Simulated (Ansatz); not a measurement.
# CH2BN (SMILES BC#N) at BHLYP/def2-TZVP

What is the electronic atomisation energy of CH2BN at BHLYP/def2-TZVP? 

The results are computed with Ansatz 0.2.0.

65 further runs of the same task are left out: 65 set aside as unsound or not needed. Runs told in other sessions of the task aren't counted.

### Step 1. The molecule

CH2BN has 5 atoms, charge 0, and is taken as a singlet. As SMILES, `BC#N`. Geometry: relaxed at PBE0-D4/def2-TZVP.

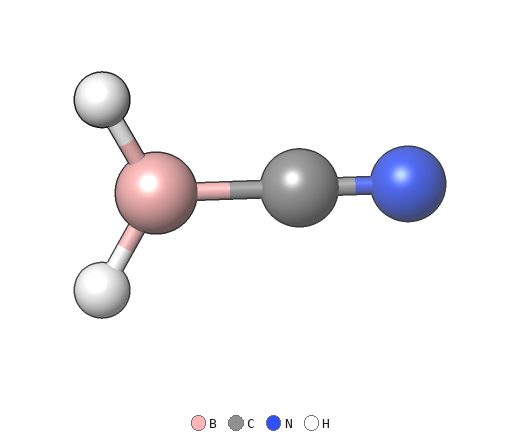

The structure, seen from a chosen angle (boron pink, carbon grey, nitrogen blue, hydrogen white).

### Step 2. A single-point energy at BHLYP/def2-TZVP

job.yaml

```yaml
crystal:
  periodic: [false, false, false]
  atoms:
    - {symbol: B, position_ang: [-0.219200, 0.441300, -0.341900]}
    - {symbol: C, position_ang: [0.352700, -0.696700, 0.490700]}
    - {symbol: "N", position_ang: [0.786500, -1.559600, 1.122200]}
    - {symbol: H, position_ang: [-0.744300, 0.187400, -1.377600]}
    - {symbol: H, position_ang: [-0.125900, 1.554000, 0.065300]}
basis:
  gaussian: {orbitals: def2-TZVP}
hamiltonian: {xc: {name: BHLYP}}
accuracy: high
output: {orbitals: {seedname: orbitals}}
```

Started as:

```console
$ ansatz run job.yaml --threads 1 --pin off --max-ram 3480MiB --events-out events.jsonl --progress --plain --runs-dir runs
```

The program printed:

```text
Warning: RAYON_NUM_THREADS=1 ignored (pool sized by the plan → 1); use --threads N
Functional definition: BHLYP
  name "BHLYP"
  parameter a = 0.5
  exchange = (1 - a)*b88_x + a*exact_x
  correlation = lyp_c
1710 factors; integrals over basis functions are off by at most 3.6e-9 eV
mean field evaluation 1: about -3231.6758 eV, gradient 3.3e1 eV
mean field evaluation 2: about -3230.5636 eV, gradient 4.0e1 eV
mean field evaluation 4: about -3234.0040 eV, gradient 1.7e0 eV
mean field evaluation 8: about -3234.0129 eV, gradient 7.0e-2 eV
mean field evaluation 16: about -3234.0130 eV, gradient 8.1e-7 eV
mean field -3234.01295427 eV, -118.8477839767 hartree, gradient 1.7e-8 eV, S^2 0.000000; 0 other end points of the search recorded, 0 dependent functions left out
reference -3234.01297845 eV, -118.8477848654 hartree; 10, 10 occupied and 95, 95 virtual orbitals, 1710 factors
Total energy: -3234.01297845 eV, -118.8477848654 hartree
```

Wall time 4.5 s (1 thread of Arm Neoverse V2, shared host); peak memory 0.24 GiB.

### Step 3. The B atom at the same level

molecule.yaml

```yaml
crystal:
  periodic: [false, false, false]
  atoms:
    - symbol: B
      position_ang: [0.000000, 0.000000, 0.000000]
basis:
  gaussian:
    orbitals: def2-TZVP
magnetization:
  spin_polarized: true
  initial_magnetization: 1
hamiltonian:
  xc: {name: BHLYP}
accuracy: high
```

Run the same way, it converges to -24.65379 Eh (log not shown).

### Step 4. The C atom at the same level

in.yaml

```yaml
crystal:
  periodic: [false, false, false]
  atoms:
    - {symbol: C, position_ang: [0.000000, 0.000000, 0.000000]}
basis:
  gaussian:
    orbitals: def2-TZVP
magnetization:
  spin_polarized: true
  initial_magnetization: 2
accuracy: high
hamiltonian:
  xc: {name: BHLYP}
```

Run the same way, it converges to -37.84774 Eh (log not shown).

### Step 5. The H atom

run.yaml

```yaml
basis:
  gaussian: {orbitals: def2-TZVP}
crystal:
  periodic: [false, false, false]
  atoms:
    - {symbol: H, position_ang: [0.000000, 0.000000, 0.000000]}
magnetization: {spin_polarized: true, initial_magnetization: 1}
hamiltonian: {xc: {name: BHLYP}}
accuracy: high
```

Started as:

```console
$ ansatz run run.yaml --threads 1 --pin off --max-ram 3480MiB --events-out events.jsonl --progress --plain --runs-dir runs
```

The program printed:

```text
Warning: RAYON_NUM_THREADS=1 ignored (pool sized by the plan → 1); use --threads N
[... 5 set-up lines as earlier in the session ...]
21 factors; integrals over basis functions are off by at most 4.9e-8 eV
mean field evaluation 1: about -13.5552 eV, gradient 8.5e-1 eV
mean field evaluation 2: about -13.5661 eV, gradient 1.6e-1 eV
mean field evaluation 4: about -13.5661 eV, gradient 2.4e-3 eV
mean field evaluation 8: about -13.5661 eV, gradient 2.2e-9 eV
mean field -13.56607343 eV, -0.4985440032 hartree, gradient 5.5e-10 eV, S^2 0.750000; 0 other end points of the search recorded, 0 dependent functions left out
reference -13.56608916 eV, -0.4985445813 hartree; 1, 0 occupied and 5, 6 virtual orbitals, 21 factors
Total energy: -13.56608916 eV, -0.4985445813 hartree
```

It took 0.12 s on 1 thread of Arm Neoverse V2, shared host.

### Step 6. The N atom at the same level

job.yaml

```yaml
crystal:
  periodic: [false, false, false]
  atoms:
    - {symbol: "N", position_ang: [0.000000, 0.000000, 0.000000]}
basis:
  gaussian: {orbitals: def2-TZVP}
magnetization: {spin_polarized: true, initial_magnetization: 3}
hamiltonian: {xc: {name: BHLYP}}
accuracy: high
```

Run the same way, it converges to -54.59085 Eh (log not shown).

### Step 7. Results

Level: BHLYP/def2-TZVP.

```
                     quantity          value
       molecule: total energy  -118.84778 Eh
        molecule: HOMO energy      -10.99 eV
        molecule: LUMO energy       -2.26 eV
      molecule: HOMO–LUMO gap        8.73 eV
         B atom: total energy   -24.65379 Eh
                 B atom: ⟨S²⟩          0.755
         C atom: total energy   -37.84774 Eh
                 C atom: ⟨S²⟩          2.005
         H atom: total energy    -0.49854 Eh
                 H atom: ⟨S²⟩          0.750
         N atom: total energy   -54.59085 Eh
                 N atom: ⟨S²⟩          3.754
electronic atomisation energy      20.635 eV
```

**Reading.** Taking the molecule apart into free atoms costs 20.63 eV (1991 kJ/mol), before zero-point energy and without spin-orbit coupling.
